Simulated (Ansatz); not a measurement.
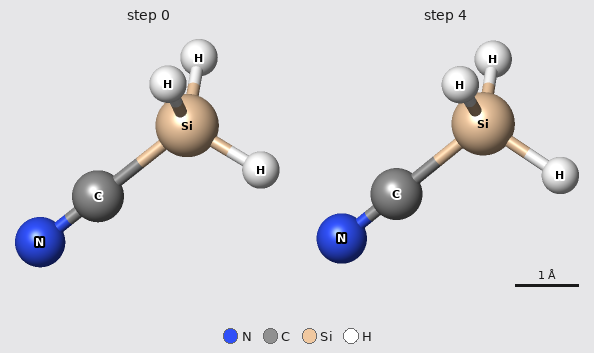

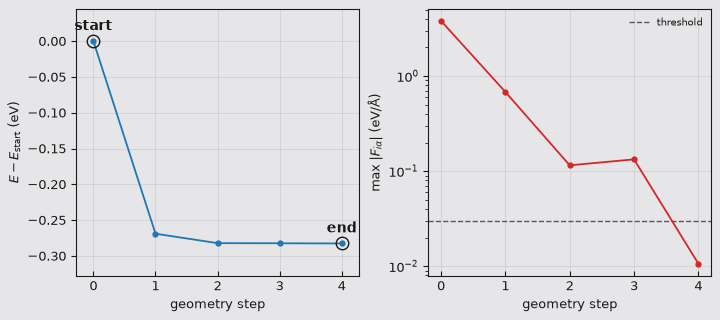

First and last geometry of a relaxation of CH$_{3}$NSi (coarse preliminary run), with the history of the run. Style: ball-and-stick. Shown from a free direction.

The start comes from a force field.

The calculation used RKS PBE-D4/def2-SVP (Ansatz 0.2.0). Settings: force threshold 0.03 eV/Å; at most 200 steps.

Did the run converge, and what did it change?

It converged. The largest move after the best rigid fit is that of an H atom, 0.10 Å. Largest moves by element: H 0.10 Å, N 0.10 Å, C 0.05 Å, Si 0.04 Å. Near-neighbour distances that change, for instance: H–Si 1.396 → 1.498 Å, C–N 1.224 → 1.173 Å, C–Si 1.896 → 1.862 Å, H–Si 1.509 → 1.498 Å. Bond angles that change, for instance: H–Si–H 106.4° → 111.0°, H–Si–H 107.0° → 111.0°, C–Si–H 111.7° → 107.9°. After 4 geometry steps the energy has fallen by 0.283 eV. The largest force component goes from 3.8 to 0.011 eV/Å. Cost: 2.2 s on 4 threads of Arm Neoverse V2, with other jobs on the host.

| step | E − E(0), eV | largest force component, eV/Å |
| --- | --- | --- |
| 0 | 0.0000 | 3.8086 |
| 1 | -0.2690 | 0.6818 |
| 2 | -0.2822 | 0.1153 |
| 3 | -0.2823 | 0.1331 |
| 4 | -0.2826 | 0.0106 |
